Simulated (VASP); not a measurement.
Shape and ions are relaxed at each volume.

Energy against volume of Hf (hcp). The numbers are results of PBE GGA with D4 dispersion, VASP's PBE PAW potentials (set 64) (plane waves; VASP), not measurements.

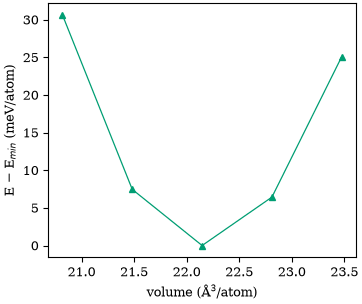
Figure. Energy against volume

Q: Estimate the equilibrium volume and the bulk modulus.

A: The minimum lies near 22.2 Å³/atom, and the curvature gives B0 of about 110 GPa.

Measured: bulk modulus 110 GPa at 0 K (computed value off by +1.4 %), as given by Vázquez-Parga, Fernández-Martínez, Viñes, J. Chem. Theory Comput. (2023), doi:10.1021/acs.jctc.3c00612, Supporting … [zero-point energy and finite temperature contributions removed].

The compound is Hf in the hcp structure. It was relaxed first.
